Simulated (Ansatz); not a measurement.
```yaml
atoms:
  - { symbol: C, position_ang: [0.2421, 2.5637, -0.7678] }
  - { symbol: C, position_ang: [-0.9623, 0.0763, -2.2628] }
  - { symbol: Cl, position_ang: [2.1554, 0.7751, -2.6350] }
  - { symbol: Cl, position_ang: [-0.2688, 2.7324, -3.9390] }
  - { symbol: Si, position_ang: [0.2294, 1.5161, -2.3164] }
  - { symbol: H, position_ang: [0.5271, 1.9489, 0.1098] }
  - { symbol: H, position_ang: [-0.7631, 2.9962, -0.5883] }
  - { symbol: H, position_ang: [0.9689, 3.3938, -0.8657] }
  - { symbol: H, position_ang: [-0.7070, -0.6030, -1.4245] }
  - { symbol: H, position_ang: [-1.9998, 0.4415, -2.1219] }
  - { symbol: H, position_ang: [-0.9185, -0.5002, -3.2075] }
```

Geometry: PBE-D3(BJ)/def2-SVP.

These are results of isolated molecule in a Gaussian basis; Kohn-Sham density functional theory, functional PBE0 (Ansatz 0.2.0), not measurements.

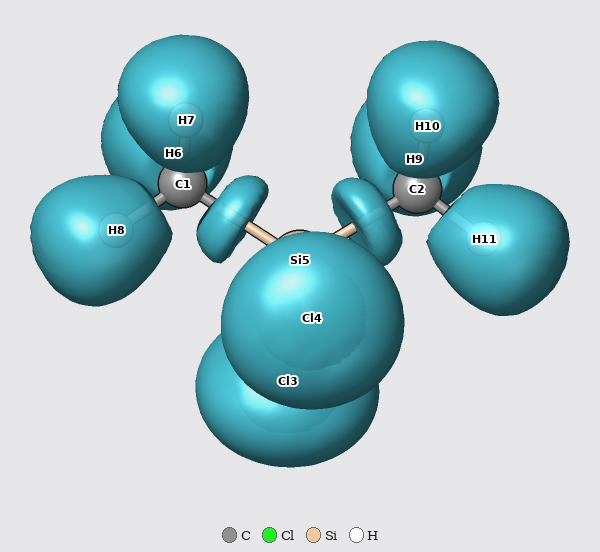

C2H6Cl2Si (SMILES C[Si](C)(Cl)Cl). Isosurface of the electron localisation function at 0.8 (cyan), seen at a tilt. Core shells and regions of very low density are left out.

Q: What do the ELF domains correspond to?

A: The surface consists of two regions between bonded C–Si atoms (shared pairs), six regions around hydrogen nuclei and two regions on Cl in which the atom's valence shell and bonds are merged.

Values along the shortest contacts:
C–Si (1.87 Å): the ELF peaks at about 0.95 between the atoms, as expected for localised, covalent bonding. Si–Cl (2.09 Å): the ELF peaks at about 0.90 between the atoms, as expected for a shared but strongly polarised pair.
